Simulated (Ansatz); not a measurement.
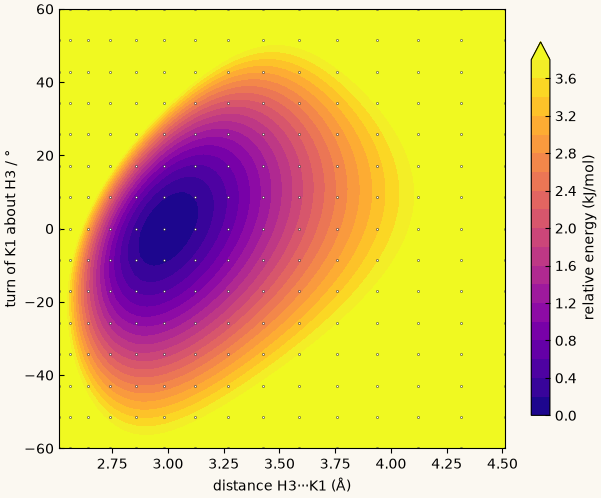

The pair K···H₂, charge +1. The turn is about an axis along (−0.79, 0.62, 0.00) in the frame of the relaxed pair, normal to the line between the partners. The first coordinate is: distance H3···K1; the second: turn of K1 about H3. The scan uses a 15 × 15 grid. Energies are in kJ/mol, from the lowest grid point. All numbers below come from Ansatz 0.2.0, RHF-MP2, frozen core/def2-TZVPD.

In the figure: filled contours, dots at the grid points, one colour for all values above the top of the scale. Between grid points the surface is interpolated.

Where is the minimum, and how stiff is the well along each coordinate?

Answer. The interpolated minimum is at distance H3···K1 ≈ 2.990 Å, turn of K1 about H3 ≈ 0.1°. The curvatures there are about 0.28 eV/Å² and 0.17 eV/rad², with a cross term of about −0.1 eV/(Å·rad). Round the minimum the valley is somewhat tilted: raising distance H3···K1 shifts the best value of turn of K1 about H3 upwards (coupling k₁₂/√(k₁₁k₂₂) about −0.5). (1 eV is 96.5 kJ/mol.)
